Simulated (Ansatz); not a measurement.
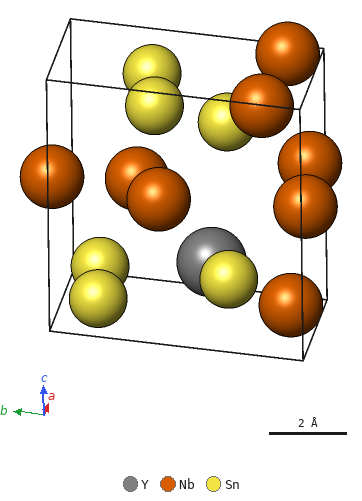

Starting frame of a dynamics run of an amorphous cell of composition YNb6Sn6 (13 atoms in the cell). A spheres-only model of the simulation cell, seen from a free direction.

Level of theory: Ansatz, DFT, PAW plane waves, PBE.

Input file:
```yaml
crystal:
  lattice:
    - [6.168363, -0.966465, -0.902515]
    - [0.301882, 6.644433, -0.298202]
    - [0.344664, 1.231983, 6.925245]
  atoms:
    - { symbol: "Y", position: [0.601219, 0.414867, 0.197911] }
    - { symbol: Nb, position: [0.674402, 0.028862, 0.619871] }
    - { symbol: Nb, position: [0.849001, 0.729964, 0.432477] }
    - { symbol: Nb, position: [0.207943, 0.003041, 0.56346] }
    - { symbol: Nb, position: [0.832909, 0.127005, 0.004479] }
    - { symbol: Nb, position: [0.296198, 0.59164, 0.501034] }
    - { symbol: Nb, position: [0.284012, 0.178422, 0.925258] }
    - { symbol: Sn, position: [0.235112, 0.597151, 0.887262] }
    - { symbol: Sn, position: [0.943701, 0.380405, 0.6765] }
    - { symbol: Sn, position: [0.806974, 0.661115, 0.869523] }
    - { symbol: Sn, position: [0.098761, 0.816041, 0.127251] }
    - { symbol: Sn, position: [0.51848, 0.848214, 0.1505] }
    - { symbol: Sn, position: [0.147803, 0.30406, 0.252717] }
kpoints:
  mp_grid: { grid: [3, 2, 2] }
magnetization:
  spin_polarized: false
scf:
  occupations: { method: cold, width: 0.15 }
hamiltonian:
  pseudopotentials: { kind: paw }
  xc: pbe
basis:
  ecutwfc: 420
  ecutrho_ratio: 9
md:
  timestep: 1.0
  n_steps: 60
  ensemble: nvt_langevin
  temperature: 1200.0
  initial_velocities: maxwell_boltzmann
  seed: 399761
```

Run as
```bash
ansatz run input.yaml --threads 2 --pin off --max-ram 2560MiB --backend cpu --events-out ev --progress --plain --runs-dir out
```

Predict how the run goes.

Over the second half the temperature averages 2960 K (spread ±338 K). That is above the set 1200 K, because the structure releases potential energy faster than the thermostat removes it. The potential energy is still drifting at the end, so the run hasn't reached equilibrium. The potential energy in the second half lies on average 249 meV per atom below the first frame. In the second half of the run the atoms are, in the root-mean-square, this far from where they began (common drift taken out): Y 0.32 Å, Nb 0.31 Å, Sn 0.24 Å. The run lasts only 60 fs, too short to tell vibration from diffusion.

Along the run (each row but the first and the last is the mean over the interval that it begins):

| time (fs) | potential energy (meV/atom) | T (K) |
| --- | --- | --- |
| 0.0 | 0.0 | 1108 |
| 10.0 | -34.0 | 1376 |
| 20.0 | -98.5 | 2004 |
| 30.0 | -179.0 | 2553 |
| 40.0 | -254.3 | 2985 |
| 50.0 | -307.1 | 3330 |
| 60.0 | -322.2 | 3087 |

The paths of the atoms, magnified 2 times:

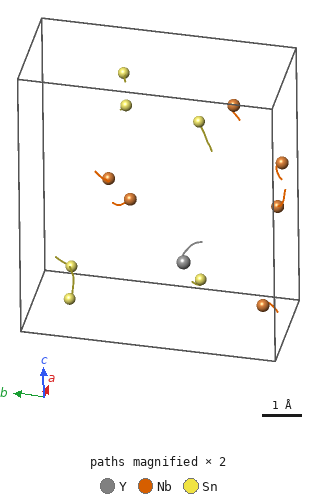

Limits of the set-up: the k-point mesh is coarse for a cell with partly filled bands; the periodic images lie only 6.3 Å apart, so the values are limited by the cell's size.

The run took about 30 core-minutes on a shared host.
